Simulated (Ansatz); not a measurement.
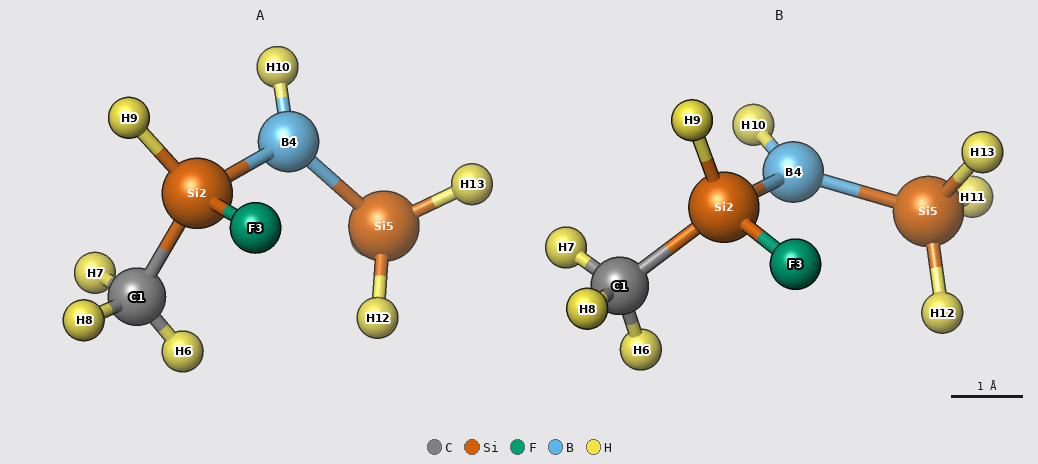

Two geometries of CH8BFSi2, drawn at one scale. One is the start of a relaxation, the other its converged end. A ball-and-stick model, seen at a tilt.

These are results of RKS PBE-D4/def2-SVP in Ansatz, not measurements. Settings: no spin polarisation; force threshold 0.02 eV/Å; at most 50 steps.

Question: Which of the two is the end point?

Answer: Structure B is the relaxed one. The run prepares an end point of a later path (hydrogen shift) calculation, from a guessed geometry. The energy falls by 13.2 kcal/mol in 17 accepted moves (19 points after the start). The largest force component goes from 2.6 to 0.009 eV/Å. The line search rejected the trial steps at points 10, 18 of the run. The atom that moves furthest after the best rigid fit is H10 (1.40 Å). By element the largest moves are H 1.40 Å, F 0.75 Å, B 0.68 Å, C 0.58 Å, Si 0.42 Å. Some distances before and after: Si5–H13 1.414 → 1.514 Å, B4–H10 1.135 → 1.219 Å, Si5–H11 1.438 → 1.507 Å, B4–Si5 1.950 → 2.012 Å. Among the angles between lasting bonds that change: B4–Si5–H11 109.7° → 116.5°, H6–C1–H8 112.3° → 108.2°, H7–C1–H8 105.5° → 108.4°. Groups turn about Si2–B4 by about 60°, B4–Si5 by about 50°. Cost: 54 s on 2 threads of Arm Neoverse V1, on a shared host, peak memory 0.16 GiB.
